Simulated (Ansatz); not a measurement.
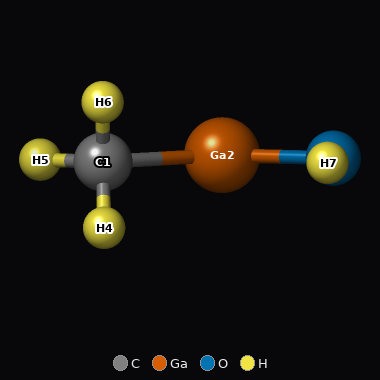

The system is CH₄GaO, SMILES [CH3][Ga][OH], spin multiplicity 2; the picture shows the reference structure. Coordinates scanned: (1) dihedral C1–Ga2–O3–H7; (2) dihedral H4–C1–Ga2–O3. Nothing is relaxed (all other coordinates rigid). The grid has 12 × 13 points. Points are written as (first, second). All energies are given in cm⁻¹ relative to the relaxed molecule at the same level. All numbers below come from UKS PBE0-D4/def2-TZVP in Ansatz 0.2.0.

Its coordinates:

```xyz
7

C    -0.8265    0.5517   -0.2494
Ga    1.0587    0.0600   -0.7384
O     1.9195   -1.1225    0.3198
H    -1.4256   -0.3623   -0.2468
H    -1.2502    1.2685   -0.9503
H    -0.8154    0.9792    0.7563
H     1.4008   -1.4426    1.0631
```

Range: dihedral C1–Ga2–O3–H7 from −180 to 150°; dihedral H4–C1–Ga2–O3 from −149 to 31°.

What will the energy surface look like?

Answer. The lowest grid point is at (−180°, −14°), −763 cm⁻¹ from the relaxed molecule at the same level. The same energy is found at (−180°, −104°). Other grid points that lie below all their neighbours: (0°, −59°) (763 cm⁻¹ higher). The highest grid point, (90°, 16°), lies 1638 cm⁻¹ above the lowest.

| dihedral H4–C1–Ga2–O3 ↓, dihedral C1–Ga2–O3–H7 → | −180 | −150 | −120 | −90 | −60 | −30 | 0 | 30 | 60 | 90 | 120 | 150 |
| --- | --- | --- | --- | --- | --- | --- | --- | --- | --- | --- | --- | --- |
| 31 | −728 | −396 | 352 | 873 | 759 | 313 | 75 | 286 | 734 | 874 | 376 | −377 |
| 16 | −744 | −412 | 342 | 869 | 757 | 311 | 75 | 285 | 734 | 875 | 374 | −386 |
| 1 | −757 | −430 | 324 | 854 | 744 | 299 | 65 | 276 | 724 | 868 | 368 | −393 |
| −14 | −763 | −442 | 306 | 832 | 722 | 278 | 47 | 260 | 707 | 852 | 358 | −398 |
| −29 | −763 | −445 | 293 | 810 | 696 | 253 | 25 | 241 | 686 | 830 | 342 | −404 |
| −44 | −760 | −438 | 292 | 796 | 675 | 232 | 7 | 226 | 670 | 808 | 321 | −414 |
| −59 | −758 | −426 | 302 | 795 | 665 | 222 | 0 | 222 | 665 | 795 | 303 | −426 |
| −74 | −759 | −414 | 321 | 808 | 670 | 226 | 7 | 232 | 675 | 796 | 292 | −438 |
| −89 | −762 | −404 | 342 | 829 | 686 | 241 | 25 | 253 | 696 | 810 | 293 | −444 |
| −104 | −763 | −398 | 358 | 851 | 707 | 260 | 47 | 278 | 722 | 832 | 306 | −442 |
| −119 | −757 | −393 | 368 | 868 | 724 | 276 | 65 | 299 | 744 | 854 | 324 | −430 |
| −134 | −744 | −386 | 374 | 875 | 734 | 285 | 75 | 311 | 757 | 869 | 342 | −412 |
| −149 | −729 | −377 | 376 | 874 | 734 | 286 | 75 | 313 | 759 | 873 | 352 | −397 |

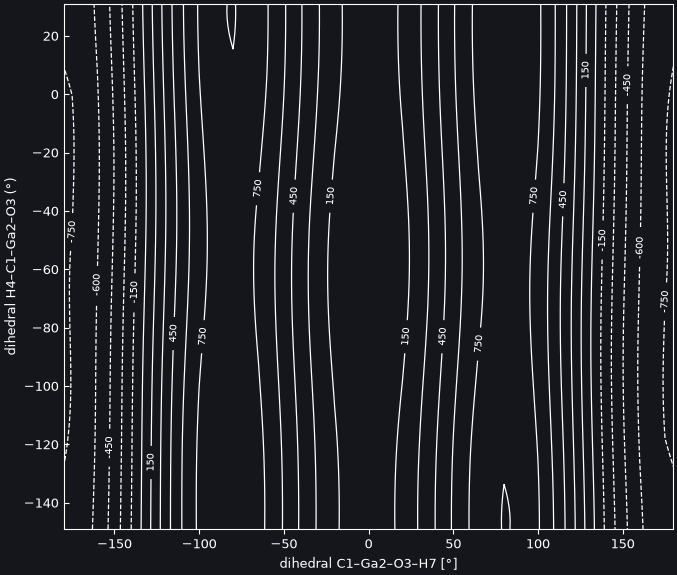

Drawn: contour lines labelled in cm⁻¹. Between grid points the surface is interpolated.

Each point was launched as `ansatz run input.yaml --threads 1 --pin off --max-ram 2560MiB --backend cpu --events-out ev --progress --plain --runs-dir out`. The whole map (156 points run) took 38 min on 1 thread of Arm Neoverse N1 (shared host).
